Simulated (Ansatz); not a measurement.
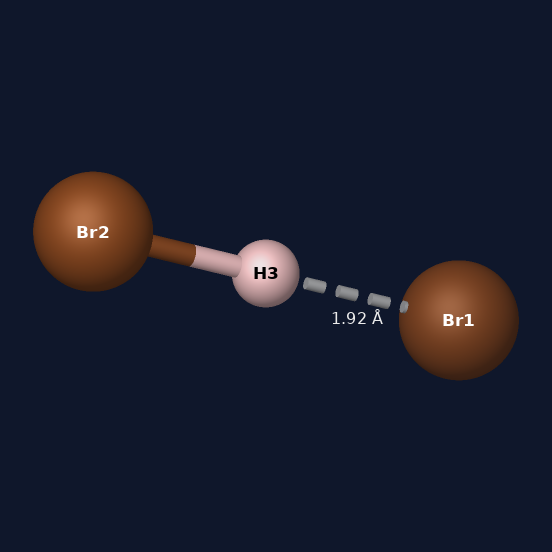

Two molecules or ions; the broken line marks their closest contact (measured against van der Waals radii). Charge −1, singlet. Geometry: a pair of rigid molecules at a changed separation. Program: Ansatz 0.2.0.

### Which two species are they?

Br and HBr (`Br.[Br-]`).

Give the counterpoise-corrected interaction energy (kJ/mol, monomers kept as in the pair) with RHF-CCSD(T) (frozen core)/def2-TZVPPD; ωB97M-V/def2-TZVPPD.

| level | interaction energy (kJ/mol) |
| --- | --- |
| RHF-CCSD(T) (frozen core)/def2-TZVPPD | −135.5 |
| ωB97M-V/def2-TZVPPD | −146.2 |
